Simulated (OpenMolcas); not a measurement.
Relativistic diatomic calculation for SiO (part 2 of 2)

The same run, continued: SiO. Method: SA-CASSCF(8,7)/XMS-CASPT2 + RASSI spin-orbit (X2C scalar, AMFI), ANO-RCC-VTZP (OpenMolcas).

**Output (extracts), continued**
```
++ Dipole transition strengths (spin-free states):
     for osc. strength at least  1.00000000E-05
      From   To        Osc. strength     Einstein coefficients Ax, Ay, Az (sec-1)    Total A (sec-1)
         1   11       2.80651416E-01  2.97296142E+08  1.73951114E+08  0.00000000E+00  4.71247257E+08
         1   12       2.80651413E-01  1.73951114E+08  2.97296137E+08  0.00000000E+00  4.71247251E+08
         9    5       1.45102106E-03  3.13940348E+03  2.47562460E+04  0.00000000E+00  2.78956495E+04
         9    6       1.50695865E-03  6.47955227E+04  9.72179526E+03  0.00000000E+00  7.45173180E+04
         9    7       1.50947430E-03  9.77060111E+03  6.51204492E+04  0.00000000E+00  7.48910503E+04
         9    8       8.48583110E-04  5.80855099E+04  7.35532647E+03  0.00000000E+00  6.54408364E+04
        10    5       1.45101847E-03  2.47562029E+04  3.13938746E+03  0.00000000E+00  2.78955904E+04
        10    6       1.50696127E-03  9.72187765E+03  6.47955546E+04  0.00000000E+00  7.45174323E+04
        10    7       1.50947744E-03  6.51205932E+04  9.77059752E+03  0.00000000E+00  7.48911907E+04
        10    8       8.48581946E-04  7.35525341E+03  5.80854823E+04  0.00000000E+00  6.54407357E+04
         2   11       3.12618586E-04  3.76265609E+03  6.36258639E+03  0.00000000E+00  1.01252425E+04
         2   12       3.12618831E-04  6.36260336E+03  3.76264707E+03  0.00000000E+00  1.01252504E+04
         3   11       3.45339204E-05  1.05039742E+03  3.20574990E+01  0.00000000E+00  1.08245492E+03
         3   12       3.45338889E-05  3.20576355E+01  1.05039629E+03  0.00000000E+00  1.08245393E+03
         4   11       3.42836494E-05  3.13696057E+01  1.02789608E+03  0.00000000E+00  1.05926568E+03
         4   12       3.42837849E-05  1.02789971E+03  3.13701615E+01  0.00000000E+00  1.05926987E+03
 Electric-quadrupole - electric-quadrupole not included
 Electric-dipole - electric-octupole not included
 Electric-dipole - magnetic-quadrupole not included
   Eigenvalues of complex Hamiltonian:
  (Shifted by EMIN (a.u.) =       -364.8515712768)
 SO State       Relative EMIN(au)   Rel lowest level(eV)    D:o, cm**(-1)      Omega
     1            -0.0000018124        0.0000000000              0.0000         0.0
     2             0.1491205794        4.0578270015          32728.5820         0.0
     3             0.1491226476        4.0578832803          32729.0359         0.0
     4             0.1494313173        4.0662826090          32796.7810         1.0
     5             0.1494313214        4.0662827209          32796.7819         1.0
     6             0.1497444844        4.0748043201          32865.5133         2.0
     7             0.1497444847        4.0748043274          32865.5133         2.0
     8             0.1738792737        4.7315453930          38162.4873         1.0
     9             0.1738792737        4.7315453930          38162.4873         1.0
    10             0.1738942151        4.7319519700          38165.7665         0.0
    11             0.1886221063        5.1327183059          41398.1650         2.0
    12             0.1886631828        5.1338360537          41407.1803         2.3
    13             0.1886631828        5.1338360537          41407.1803         2.3
    14             0.1886871365        5.1344878686          41412.4375         2.0
    15             0.1887286898        5.1356185907          41421.5574         2.2
    16             0.1887286898        5.1356185907          41421.5574         2.2
    17             0.1968551223        5.3567500834          43205.1032         0.0
    18             0.1974128452        5.3719264970          43327.5092         2.0
    19             0.1976355594        5.3779868601          43376.3893         2.0
    20             0.1984245145        5.3994554230          43549.5450         0.0
    21             0.1984392251        5.3998557171          43552.7735         1.0
    22             0.1984392251        5.3998557171          43552.7735         1.0
    23             0.2286059832        6.2207350232          50173.6117         1.0
    24             0.2286059832        6.2207350232          50173.6117         1.0
 Weights of the five most important spin-orbit-free states for each spin-orbit state.
 SO State  Total energy (au)           Spin-free states, spin, and weights
    1        -0.000002       1 0.0  1.0000   10 1.0  0.0000    9 1.0  0.0000    8 1.0  0.0000    5 1.0  0.0000
    2         0.149121       9 1.0  0.5000   10 1.0  0.5000    5 1.0  0.0000    2 0.0  0.0000    8 1.0  0.0000
    3         0.149123       9 1.0  0.5000   10 1.0  0.5000    1 0.0  0.0000    8 1.0  0.0000    2 0.0  0.0000
    4         0.149431       9 1.0  1.0000   11 0.0  0.0000    5 1.0  0.0000   12 0.0  0.0000    6 1.0  0.0000
    5         0.149431      10 1.0  1.0000   12 0.0  0.0000    5 1.0  0.0000   11 0.0  0.0000    6 1.0  0.0000
    6         0.149744      10 1.0  0.5000    9 1.0  0.5000    6 1.0  0.0000    3 0.0  0.0000    7 1.0  0.0000
    7         0.149744      10 1.0  0.5000    9 1.0  0.5000    7 1.0  0.0000    4 0.0  0.0000    6 1.0  0.0000
    8         0.173879       5 1.0  0.9994    8 1.0  0.0006   10 1.0  0.0000    9 1.0  0.0000   12 0.0  0.0000
    9         0.173879       5 1.0  0.9994    8 1.0  0.0006    9 1.0  0.0000   10 1.0  0.0000   11 0.0  0.0000
   10         0.173894       5 1.0  1.0000    9 1.0  0.0000   10 1.0  0.0000    2 0.0  0.0000    1 0.0  0.0000
   11         0.188622       6 1.0  0.9953    4 0.0  0.0025    3 0.0  0.0021    7 1.0  0.0001   10 1.0  0.0000
   12         0.188663       6 1.0  0.9997    7 1.0  0.0003   10 1.0  0.0000    9 1.0  0.0000   11 0.0  0.0000
   13         0.188663       6 1.0  0.9997    7 1.0  0.0003   10 1.0  0.0000    9 1.0  0.0000   11 0.0  0.0000
   14         0.188687       7 1.0  0.9952    3 0.0  0.0027    4 0.0  0.0020    6 1.0  0.0001   10 1.0  0.0000
   15         0.188729       7 1.0  0.9997    6 1.0  0.0003   10 1.0  0.0000    9 1.0  0.0000   11 0.0  0.0000
   16         0.188729       7 1.0  0.9997    6 1.0  0.0003   10 1.0  0.0000    9 1.0  0.0000   11 0.0  0.0000
   17         0.196855       2 0.0  1.0000   10 1.0  0.0000    9 1.0  0.0000    5 1.0  0.0000    8 1.0  0.0000
   18         0.197413       3 0.0  0.9952    7 1.0  0.0027    6 1.0  0.0021   10 1.0  0.0000    9 1.0  0.0000
   19         0.197636       4 0.0  0.9955    6 1.0  0.0026    7 1.0  0.0020    9 1.0  0.0000   10 1.0  0.0000
   20         0.198425       8 1.0  1.0000   10 1.0  0.0000    9 1.0  0.0000    1 0.0  0.0000    2 0.0  0.0000
   21         0.198439       8 1.0  0.9994    5 1.0  0.0006   10 1.0  0.0000    9 1.0  0.0000   12 0.0  0.0000
   22         0.198439       8 1.0  0.9994    5 1.0  0.0006   10 1.0  0.0000    9 1.0  0.0000   12 0.0  0.0000
   23         0.228606      12 0.0  1.0000   10 1.0  0.0000    9 1.0  0.0000    8 1.0  0.0000    7 1.0  0.0000
   24         0.228606      11 0.0  1.0000    9 1.0  0.0000   10 1.0  0.0000    8 1.0  0.0000    7 1.0  0.0000
++ Dipole transition strengths (SO states):
        for osc. strength at least   1.00000000E-05
      From   To        Osc. strength     Einstein coefficients Ax, Ay, Az (sec-1)    Total A (sec-1)
         1   23       2.80647241E-01  1.73951143E+08  2.97301426E+08  0.00000000E+00  4.71252569E+08
         1   24       2.80647244E-01  2.97301432E+08  1.73951143E+08  0.00000000E+00  4.71252575E+08
         2    8       7.53466751E-04  8.84694434E+03  5.99293767E+03  0.00000000E+00  1.48398820E+04
         2    9       7.53475634E-04  5.99294714E+03  8.84710983E+03  0.00000000E+00  1.48400570E+04
         2   12       7.33520756E-04  1.84257885E+04  1.84255957E+04  0.00000000E+00  3.68513843E+04
         2   13       7.33520756E-04  1.84257885E+04  1.84255957E+04  0.00000000E+00  3.68513843E+04
         2   15       7.86759867E-04  1.98284957E+04  1.98286386E+04  0.00000000E+00  3.96571343E+04
         2   16       7.86759867E-04  1.98284957E+04  1.98286386E+04  0.00000000E+00  3.96571343E+04
         2   21       3.88957039E-04  1.51987203E+04  1.51985652E+04  0.00000000E+00  3.03972855E+04
         2   22       3.88957039E-04  1.51987203E+04  1.51985652E+04  0.00000000E+00  3.03972855E+04
         3    8       7.53420846E-04  5.99151017E+03  8.84498868E+03  0.00000000E+00  1.48364989E+04
         3    9       7.53411938E-04  8.84482272E+03  5.99150072E+03  0.00000000E+00  1.48363234E+04
         3   12       7.33428649E-04  1.84215480E+04  1.84213546E+04  0.00000000E+00  3.68429026E+04
         3   13       7.33428649E-04  1.84215480E+04  1.84213546E+04  0.00000000E+00  3.68429026E+04
         3   15       7.86661170E-04  1.98239374E+04  1.98240810E+04  0.00000000E+00  3.96480185E+04
         3   16       7.86661170E-04  1.98239375E+04  1.98240810E+04  0.00000000E+00  3.96480185E+04
         3   21       3.88994359E-04  1.51989040E+04  1.51987483E+04  0.00000000E+00  3.03976523E+04
         3   22       3.88994359E-04  1.51989040E+04  1.51987483E+04  0.00000000E+00  3.03976524E+04
         4   10       1.45110166E-03  3.14011502E+03  2.47611905E+04  0.00000000E+00  2.79013055E+04
         4   11       1.49859091E-03  6.46953688E+04  9.25868611E+03  0.00000000E+00  7.39540549E+04
         4   14       1.50093402E-03  9.29828965E+03  6.50174109E+04  0.00000000E+00  7.43157005E+04
         4   20       8.48580856E-04  5.80889219E+04  7.35595831E+03  0.00000000E+00  6.54448802E+04
         5   10       1.45109907E-03  2.47611473E+04  3.14009898E+03  0.00000000E+00  2.79012463E+04
         5   11       1.49859349E-03  9.25876598E+03  6.46954008E+04  0.00000000E+00  7.39541668E+04
         5   14       1.50093719E-03  6.50175559E+04  9.29828589E+03  0.00000000E+00  7.43158418E+04
         5   20       8.48579658E-04  7.35588230E+03  5.80888945E+04  0.00000000E+00  6.54447768E+04
         6    8       6.96552972E-04  3.32492629E+02  1.27037386E+04  0.00000000E+00  1.30362312E+04
         6    9       6.96558060E-04  1.27038510E+04  3.32475488E+02  0.00000000E+00  1.30363264E+04
         6   12       7.73051984E-04  1.88106697E+04  1.88108380E+04  0.00000000E+00  3.76215077E+04
         6   13       7.73052136E-04  1.88106734E+04  1.88108417E+04  0.00000000E+00  3.76215151E+04
         6   15       7.23145970E-04  1.76557798E+04  1.76555624E+04  0.00000000E+00  3.53113423E+04
         6   16       7.23146112E-04  1.76557833E+04  1.76555659E+04  0.00000000E+00  3.53113492E+04
         6   21       4.60606695E-04  1.75457946E+04  1.75459730E+04  0.00000000E+00  3.50917676E+04
         6   22       4.60606786E-04  1.75457980E+04  1.75459764E+04  0.00000000E+00  3.50917745E+04
         7    8       6.96558077E-04  1.27038508E+04  3.32475692E+02  0.00000000E+00  1.30363265E+04
         7    9       6.96553014E-04  3.32492780E+02  1.27037389E+04  0.00000000E+00  1.30362317E+04
         7   12       7.73047344E-04  1.88105569E+04  1.88107245E+04  0.00000000E+00  3.76212814E+04
         7   13       7.73047192E-04  1.88105532E+04  1.88107208E+04  0.00000000E+00  3.76212740E+04
         7   15       7.23150837E-04  1.76558981E+04  1.76556814E+04  0.00000000E+00  3.53115794E+04
         7   16       7.23150694E-04  1.76558946E+04  1.76556779E+04  0.00000000E+00  3.53115725E+04
         7   21       4.60606830E-04  1.75457999E+04  1.75459776E+04  0.00000000E+00  3.50917775E+04
         7   22       4.60606739E-04  1.75457964E+04  1.75459741E+04  0.00000000E+00  3.50917705E+04
        17   23       3.12625512E-04  6.36323842E+03  3.76295714E+03  0.00000000E+00  1.01261956E+04
        17   24       3.12625261E-04  3.76296616E+03  6.36322126E+03  0.00000000E+00  1.01261874E+04
        18   23       3.44303160E-05  3.16280127E+01  1.04476290E+03  0.00000000E+00  1.07639092E+03
        18   24       3.44303462E-05  1.04476398E+03  3.16278843E+01  0.00000000E+00  1.07639186E+03
        19   23       3.41874421E-05  1.02262501E+03  3.09653468E+01  0.00000000E+00  1.05359035E+03
        19   24       3.41873126E-05  3.09648218E+01  1.02262154E+03  0.00000000E+00  1.05358637E+03
 Electric-quadrupole - electric-quadrupole not included
 Electric-dipole - electric-octupole not included
 Electric-dipole - magnetic-quadrupole not included
```

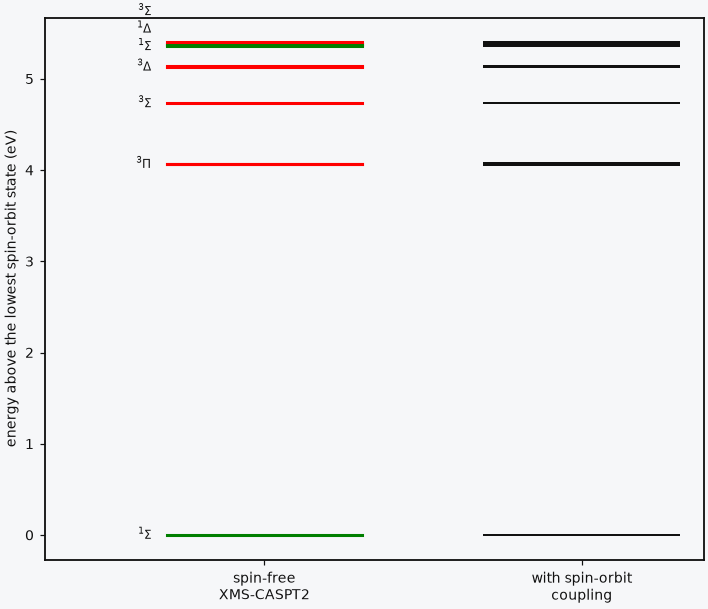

Fig. 1: States up to 5.5 eV at 1.535 Å, without spin-orbit coupling (left, a colour for each spin multiplicity) and with it (right, where close levels merge). The spin-free states run ¹Σ (0.00 eV), ³Π (4.07 eV), ³Σ (4.73 eV), ³Δ (5.13 eV), ¹Σ (5.36 eV), ¹Δ (5.37 eV) from the lowest. The lowest spin-orbit levels have |Ω| = 0 (0 cm⁻¹), 0 (32,729 cm⁻¹), 1 (32,797 cm⁻¹), 2 (32,866 cm⁻¹), 1 (38,162 cm⁻¹).

**Summary**

| quantity | value |
| --- | --- |
| outcome | converged; components of a degenerate state are split by 49 cm⁻¹ |
| lowest spin-free state | ¹Σ |
| lowest spin-orbit level | Ω = 0, −364.85157 hartree |
| next level | Ω = 0, 32,729 cm⁻¹ |
| wall time | 23 s |

**Remarks**

Limits: the two components of ¹Δ at 5.38 eV, degenerate in CASSCF as they must be, are split by 49 cm⁻¹ in XMS-CASPT2, an artefact that passes into its spin-orbit levels; 4 of the 24 spin-orbit states have no clean Ω, so their splittings aren't to be trusted.
